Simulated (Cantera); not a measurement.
Input: 1 mol SiCl₄, 2.7 mol Cl₂, 0.28 mol H₂, 2 mol HF, equilibrated at 1.30 bar.

Cantera equilibrium calculation (NASA polynomials, part measured and part estimated; ideal gas, pure solids and liquids). Candidate condensed phases: Si; 37 gas species. Rates play no part.

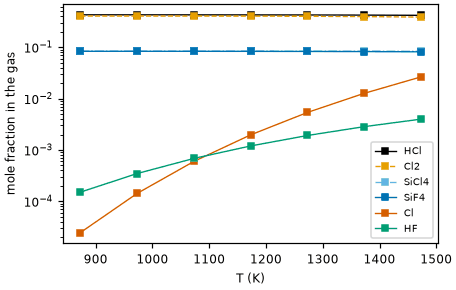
Figure. Equilibrium gas composition (values under 1e-9 drawn at 1e-9)

From 873 K to 1473 K nothing is condensed. The main Si-bearing gas is SiCl₄ throughout.
